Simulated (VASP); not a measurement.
Input:

```xyz
2
Lattice="0.0000 2.1032 2.1032 2.1032 0.0000 2.1032 2.1032 2.1032 0.0000" Properties=species:S:1:pos:R:3 pbc="T T T"
Ti     0.0000     0.0000     0.0000
N      2.1032     2.1032     2.1032
```

Computed with PBEsol GGA, VASP's PBE PAW potentials (set 64) (plane waves; VASP 6.6.1). Run with 520 eV cut-off, 17×17×17 Γ-centred mesh, tetrahedra with Blöchl corrections, potentials Ti_sv N.

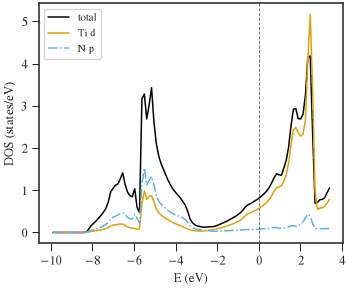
Figure: Total and projected density of states, zero at the Fermi level

Within 2 eV below the Fermi level the largest weight inside VASP's projection spheres is Ti d.

It has no gap at this level: it comes out as a metal or semimetal.

The compound is TiN in the rock salt structure. It was relaxed first. The electron count is odd and the run is not spin-polarised, which forces a metal.
